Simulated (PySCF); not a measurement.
# SiBr (doublet): what the fields show

```yaml
atoms:
  - { symbol: Si, position_ang: [0.0000, 0.0000, -1.6530] }
  - { symbol: Br, position_ang: [0.0000, 0.0000, 0.5860] }
```

The calculation used PBE0/def2-TZVPP, non-relativistic Hamiltonian with scalar-relativistic core potentials where named, at a bond length of 2.239 Å in PySCF 2.14.0.

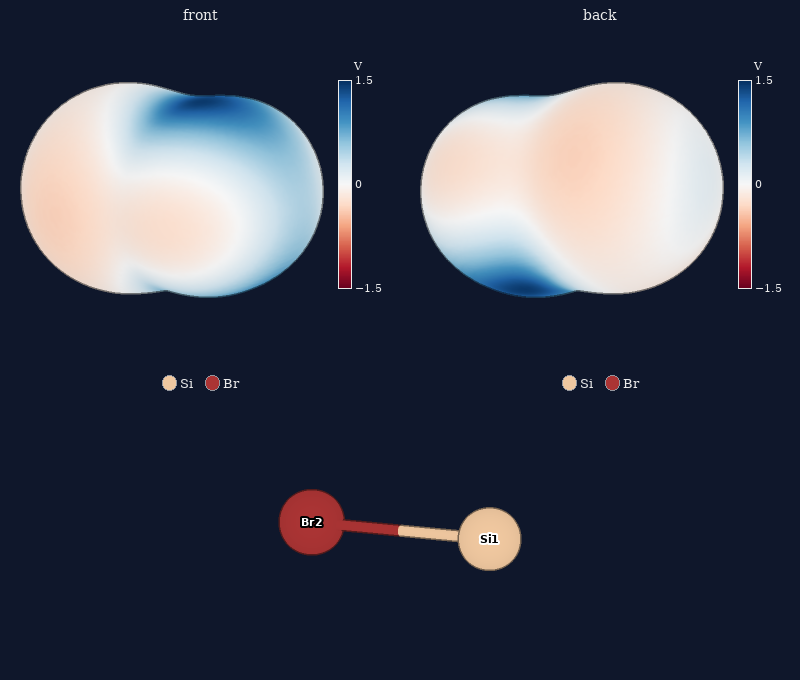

Figure 1. The molecular electrostatic potential painted on the density surface at 0.001 e/bohr³, seen from the front and from behind; red is negative and blue positive. The bare structure is drawn below in the same view.

Q: Describe the electrostatic potential map.

A: The most negative region (about −0.3 V) lies over Br2, the most positive (about +1.4 V) over Si1.

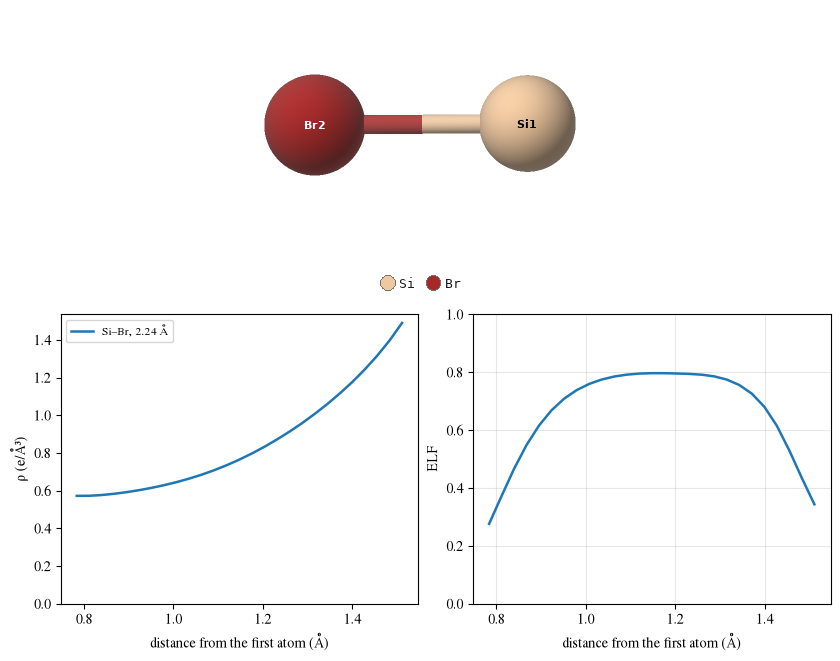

Figure 2. Total electron density and ELF along straight lines between neighbouring atoms. The curves leave out the atomic cores. The structure is drawn too.

Q: What can be read from the curves?

A: Si–Br (2.24 Å): the density is about 0.73 e/Å³ at the midpoint; the ELF peaks at about 0.80 between the atoms, as expected for a shared but strongly polarised pair.
